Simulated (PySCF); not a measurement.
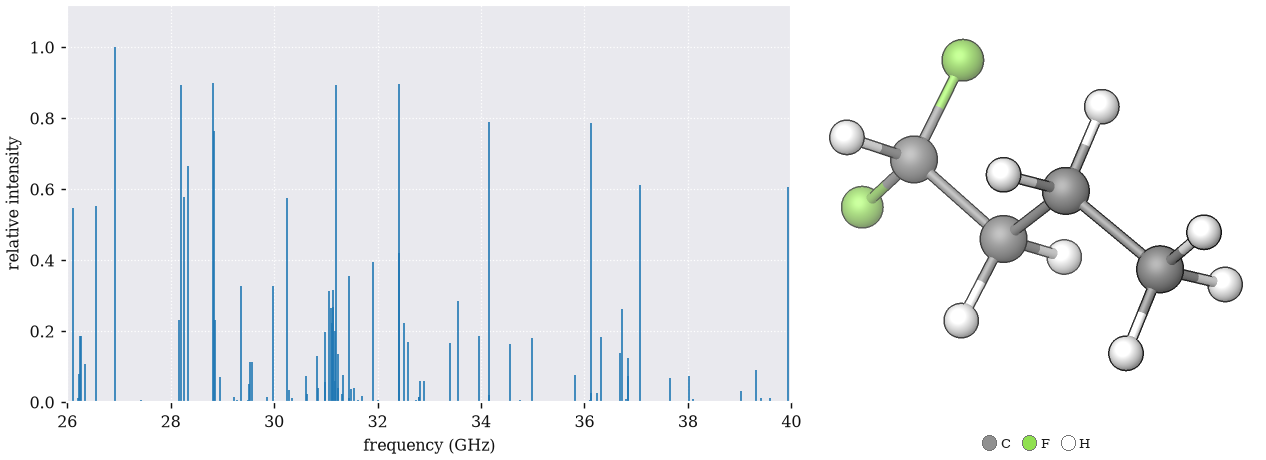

C₄H₈F₂ (CH3CH2CH2CHF2), SMILES CCCC(F)F. Simulated rotational absorption lines between 26 and 40 GHz at 1.5 K: rigid rotor with the equilibrium constants and dipole of one optimised conformer (PBE0-D3(BJ)/def2-SVP, PySCF 2.14.0), commonest isotopes; no centrifugal distortion, hyperfine structure, internal rotation or nuclear-spin weights; lines within 1 MHz of each other are summed.

What are the rotational constants, and what kind of rotor is it?

Rotational constants A, B, C = 7.862, 1.745, 1.528 GHz; Ray's κ = −0.93, a near-prolate asymmetric top.

Assign the strongest lines, as J(Ka,Kc).

```
  GHz   upper   lower  type  relative intensity
26.93  8(1,7)  7(1,6)     a                1.00
28.82  3(2,2)  2(1,2)     c                0.90
32.42  4(2,3)  3(1,3)     c                0.90
28.20  3(2,1)  2(1,1)     c                0.89
31.20  4(2,2)  3(1,2)     c                0.89
34.15  5(2,3)  4(1,3)     c                0.79
36.13  5(2,4)  4(1,4)     c                0.79
28.84  9(0,9)  8(0,8)     a                0.76
```

Known limits of this run: coarse grid, loose stop and no frequency check, small forces are noise and the end may be a saddle.
